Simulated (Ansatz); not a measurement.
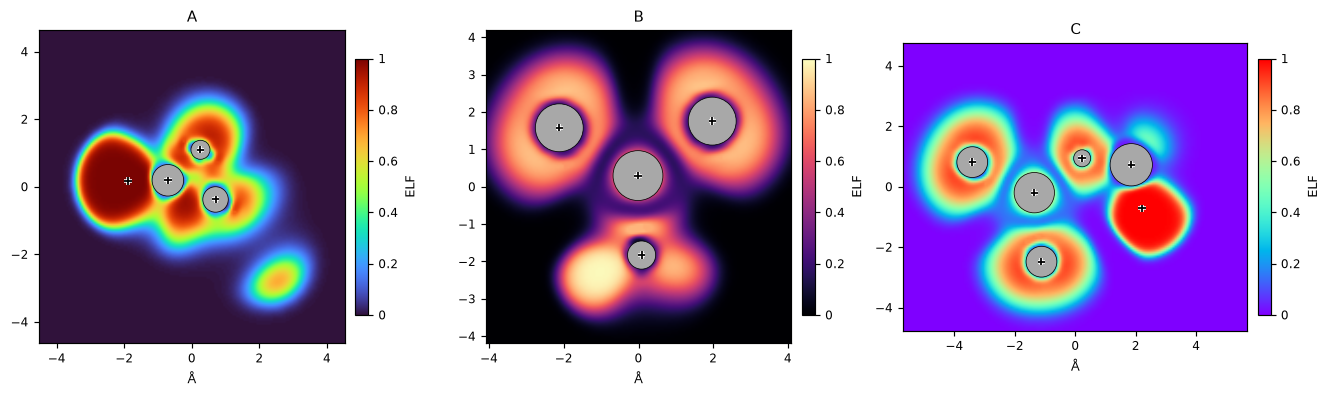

The ELF of 3 systems, each on a plane through atoms (crosses mark nuclei in the plane; grey discs cover the cores).

Method: RKS PBE0-D4/def2-TZVPP in Ansatz.

System 1: CH4BGaO (SMILES [GaH2][CH]1BO1), the plane of atoms O4, B3 and H8. Geometry: PBE0-D4/def2-TZVP.

```tsv
atom	x (Å)	y (Å)	z (Å)
Ga	-0.8227	1.1891	-0.4798
C	0.5037	0.0489	0.3866
B	0.4614	-1.4713	0.3669
O	1.2859	-0.9245	-0.5086
H	-1.2825	0.8490	-1.9377
H	-1.4331	2.3794	0.3389
H	1.1630	0.4868	1.1370
H	0.1243	-2.5573	0.6967
```

System 2: Cl2H3InOSi (SMILES [SiH3][O][In]([Cl])[Cl]), the plane of atoms O2, In3 and Cl5. Geometry: PBE0-D4/def2-TZVP; core potentials replace the inner electrons of In.

```yaml
atoms:
  - { symbol: Si, position_ang: [-1.1708, -0.0983, 0.9765] }
  - { symbol: O, position_ang: [-0.1918, 0.7102, -0.0589] }
  - { symbol: In, position_ang: [1.3484, 0.2909, -1.1785] }
  - { symbol: Cl, position_ang: [2.1838, -1.8474, -1.2144] }
  - { symbol: Cl, position_ang: [2.2665, 1.9770, -2.4240] }
  - { symbol: H, position_ang: [-0.7235, -1.5092, 1.1488] }
  - { symbol: H, position_ang: [-2.5610, -0.0990, 0.4494] }
  - { symbol: H, position_ang: [-1.1517, 0.5758, 2.3011] }
```

System 3: CH3Br2In (SMILES [CH3][In]([Br])[Br]), the plane of atoms C1, In2 and Br3. Geometry: PBE0-D4/def2-TZVP; core potentials replace the inner electrons of In.

```xyz
7

C    -0.1424    1.1422   -0.0546
In    0.1119   -0.9695    0.0519
Br    1.9506   -2.0646    1.2755
Br   -1.3876   -2.5913   -1.0424
H    -1.1758    1.3688   -0.3109
H     0.1208    1.5824    0.9060
H     0.5225    1.5321   -0.8255
```

> Which map belongs to which system?

Panel A is system 1, CH4BGaO: the plane holds C, B, O and H. B–O (1.32 Å): the ELF peaks at about 0.85 between the atoms (a polar covalent bond). Panel B is system 3, CH3Br2In: the plane holds C, In and Br. C–In (2.13 Å): the ELF peaks at about 0.85 in the valence shell of C, 0.6 Å from its nucleus, and is about 0.35 at the midpoint. Panel C is system 2, Cl2H3InOSi: the plane holds Si, O, In, Cl and H. Si–O (1.64 Å): the ELF peaks at about 0.85 between the atoms; a shared but strongly polarised pair.
